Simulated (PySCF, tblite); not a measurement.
# C2H10O2Si3: geometry, infrared bands and NMR shifts

Wanted: the infrared bands and NMR shifts of C2H10O2Si3 (`C[Si]([SiH3])([SiH3])OC=O`), by calculation.

Computed with tblite 0.8.0 and PySCF 2.14.0, with density-fitted response routines of our own, on a single molecule in the gas phase. Atoms are numbered from 0 throughout.

## (1) Starting geometry

17 atoms, charge 0, multiplicity 1; geometry from: force field or distance geometry start.

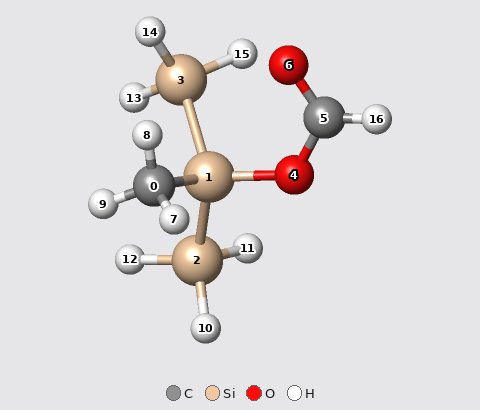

As it starts; carbon grey, silicon light orange, oxygen red, hydrogen white, atoms numbered.

## (2) Relaxing the molecule with GFN2-xTB

The job: settings as JSON, then the geometry in Å.

```
{"job": {"kind": "relax", "xc": "GFN2-xTB", "basis": "xTB"}, "charge": 0, "multiplicity": 1}
C      0.390300     0.290700     1.910700
Si    -0.027000    -0.242300     0.171600
Si    -1.656900    -1.722800     0.061200
Si    -0.683800     1.574500    -0.989700
O      1.375500    -0.958300    -0.585200
C      2.425300    -0.199200    -1.080600
O      2.377000     1.060000    -0.958800
H      1.053400    -0.397700     2.455900
H      0.918100     1.274800     1.894000
H     -0.598900     0.414400     2.444100
H     -1.455600    -2.908000     0.905500
H     -1.792200    -2.107500    -1.365100
H     -2.994600    -1.148800     0.425500
H     -2.142100     1.599900    -0.963000
H     -0.145500     2.796100    -0.410700
H     -0.303100     1.377100    -2.390100
H      3.253000    -0.690900    -1.535300
```

Command:

```console
$ OMP_NUM_THREADS=1 python probes_run.py task.json out
```

The driver reads the jobs from task.json and runs them one after another.

**Question.** This job is followed by: GFN2-xTB harmonic vibrations, gas phase; GIAO PBE0/pcSseg-1 NMR shielding, non-relativistic, gas phase. Predict these results of the whole session: strongest single infrared mode (GFN2-xTB); zero-point energy (GFN2-xTB); 13C shifts against TMS (PBE0/pcSseg-1); 1H shifts against TMS (PBE0/pcSseg-1, means over atoms taken as alike); 29Si shifts against TMS (PBE0/pcSseg-1, means over atoms taken as alike); 17O shifts against H2O (PBE0/pcSseg-1).

As calculated:

```
                                                                quantity                 value
                               strongest single infrared mode (GFN2-xTB)  741 cm⁻¹, 798 km/mol
                                            zero-point energy (GFN2-xTB)         67.8 kcal/mol
                                  13C shifts against TMS (PBE0/pcSseg-1)        167.0, 4.2 ppm
  1H shifts against TMS (PBE0/pcSseg-1, means over atoms taken as alike)  8.15, 3.73, 0.65 ppm
29Si shifts against TMS (PBE0/pcSseg-1, means over atoms taken as alike)      16.0, -111.7 ppm
                                  17O shifts against H2O (PBE0/pcSseg-1)      443.4, 209.1 ppm
```

In words: Relaxing lowered the energy by 0.929 eV in 153 steps; the close pair that moved most is Si1–Si2, from 2.205 to 2.330 Å. No mode is imaginary among the 45: a minimum at this level. The strongest single mode, at 741 cm⁻¹, is spread over many atoms; the largest shares are those of H15, H14. Unscaled tight-binding wavenumbers are off by several per cent, some by more. Its intensities can rank the bands wrongly. At PBE0/pcSseg-1: The largest span, 651 ppm, is at O6, where the paramagnetic term is -511 ppm.
